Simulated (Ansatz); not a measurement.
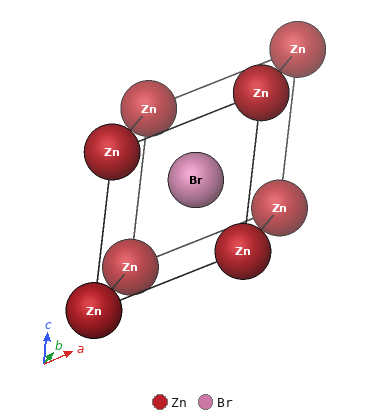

Spheres-only representation of a periodic structure, projected slightly off an axis. The simulation cell is drawn as a box.

Input for the calculation:
```yaml
crystal:
  lattice:
    - [2.0684064551, 1.1941950236, 3.3722843923]
    - [-2.0684064551, 1.1941950236, 3.3722843923]
    - [0.0, -2.3883900472, 3.3722843923]
  atoms:
    - { symbol: Zn, position: [0.0, 0.0, 0.0] }
    - { symbol: Br, position: [0.5, 0.5, 0.5] }
basis:
  ecutwfc: 420
kpoints:
  mp_grid: { grid: [18, 18, 18] }
  band_path:
    path:
      - [[0.0, 0.0, 0.0], [0.5, 0.5, 0.5], [0.74973245, 0.25026755, 0.5]]
      - [[0.5, -0.25026755, 0.25026755], [0.5, 0.0, 0.0], [0.0, 0.0, 0.0], [0.37513378, -0.37513378, 0.0]]
      - [[0.62486622, 0.0, 0.37513378], [0.5, 0.0, 0.5], [0.0, 0.0, 0.0]]
    npoints: 14
hamiltonian:
  xc: pbe
scf:
  occupations: { method: gaussian, width: 0.1 }
  n_extra_bands: 6
output:
  forces: true
  stress: true
  eigenvalues: true
  populations: true
  dos: { projected: true, de: 0.02, nscf_kmesh: { grid: [22, 22, 22] } }
  bader: true
  write_density: true
  write_potential: true
  elf: true
  volumetric_format: npy
```
Run as:
```sh
ansatz run input.yaml --threads 1 --pin off --max-ram 2048MiB --backend cpu --events-out ev --progress --plain --runs-dir out
```

Setup: Ansatz 0.2.0, DFT PBE, scalar-relativistic, plane waves, PAW; wavefunction cutoff 420 eV, an 18×18×18 k-point grid, Gaussian smearing of 0.1 eV, no spin polarisation.

Predict the Bader charges.

Zn +0.56 e; Br -0.56 e.

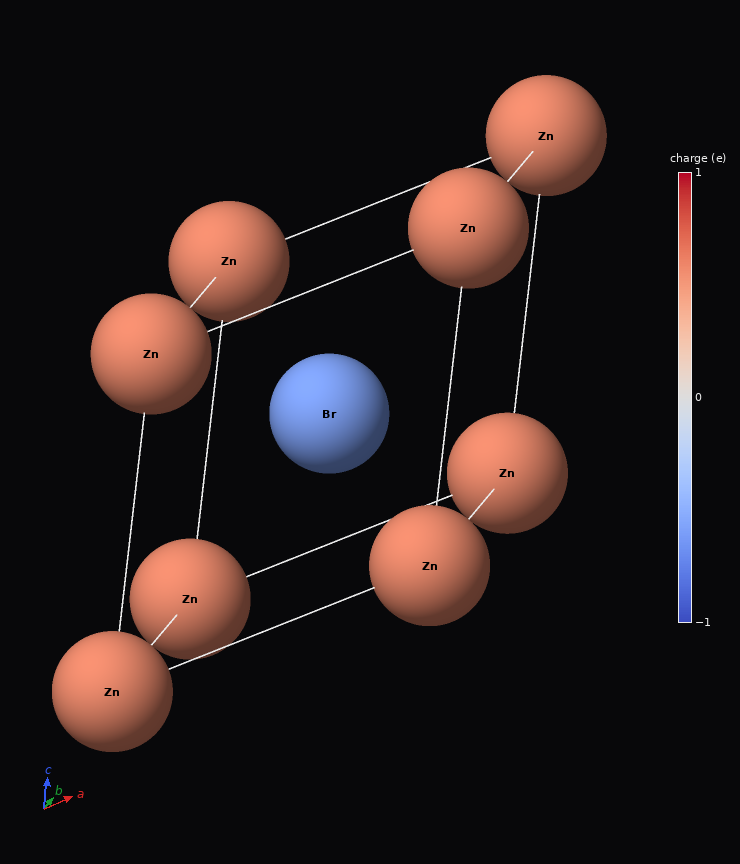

The atoms coloured by those charges.

The structure was taken from a random cell made by a generator, so it need not be a real form of the compound. Earlier steps of the study may have refined or changed the cell and positions. A calculation with Ansatz used it as input.
